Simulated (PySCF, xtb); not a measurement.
Potential energy curve for SMILES [CH3][AlH2] (CH₅Al). The C1–Al5 bond (C1 also carries H, H, H; Al5 carries H, H) is varied alone, starting from the PBE0/def2-TZVP optimised geometry.

```
7

C      0.0000     0.0000     0.0000
H      0.0000     1.0068    -0.4245
H     -0.9030    -0.5026    -0.3682
H      0.8500    -0.5510    -0.4120
Al     0.0000     0.0000     1.9508
H      0.4948    -1.2808     2.7540
H     -0.5173     1.2623     2.7687
```

Methods: GFN1-xTB (xtb); UHF/LANL2DZ = unrestricted Hartree-Fock/LANL2DZ, with its core potentials past Ne in PySCF 2.14.0; NEVPT2 = SC-NEVPT2 on CASSCF(2,2)/def2-TZVP, all electrons correlated run with PySCF.

Energies are in eV, each relative to the lowest point of its own curve near equilibrium.

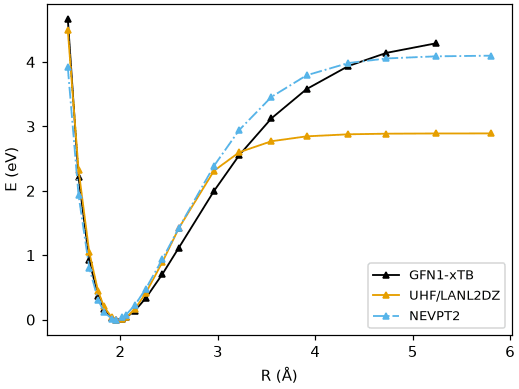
*Energy against bond length for each method.*

| R / Å | GFN1-xTB | UHF/LANL2DZ | NEVPT2 |
|---|---|---|---|
| 1.46 | 4.668 | 4.490 | 3.914 |
| 1.57 | 2.214 | 2.327 | 1.932 |
| 1.68 | 0.922 | 1.047 | 0.808 |
| 1.77 | 0.370 | 0.446 | 0.310 |
| 1.83 | 0.164 | 0.206 | 0.125 |
| 1.91 | 0.026 | 0.035 | 0.012 |
| 1.95 | 0.000 | 0.000 | 0.000 |
| 2.02 | 0.007 | 0.003 | 0.034 |
| 2.06 | 0.034 | 0.035 | 0.078 |
| 2.15 | 0.142 | 0.168 | 0.229 |
| 2.26 | 0.334 | 0.412 | 0.478 |
| 2.43 | 0.705 | 0.891 | 0.937 |
| 2.60 | 1.118 | 1.422 | 1.426 |
| 2.96 | 1.997 | 2.311 | 2.386 |
| 3.22 | 2.555 | 2.599 | 2.945 |
| 3.55 | 3.125 | 2.770 | 3.458 |
| 3.91 | 3.579 | 2.845 | 3.793 |
| 4.34 | 3.938 | 2.877 | 3.984 |
| 4.73 | 4.141 | 2.887 | 4.055 |
| 5.24 | 4.290 | 2.890 | 4.088 |
| 5.80 | — | 2.891 | 4.098 |

At the longest distance, 5.80 Å, NEVPT2 lies highest above its minimum (4.098 eV) and UHF/LANL2DZ lowest (2.891 eV).

Dashes: no converged value, or the column stops at the first point that the program doubted or that broke a chosen test of continuity, which isn't proof of a fault.

The unrestricted determinant behind UHF/LANL2DZ is spin-contaminated at 2.96 to 5.80 Å (<S²> up to 1.0, against 0.00 for a pure singlet).
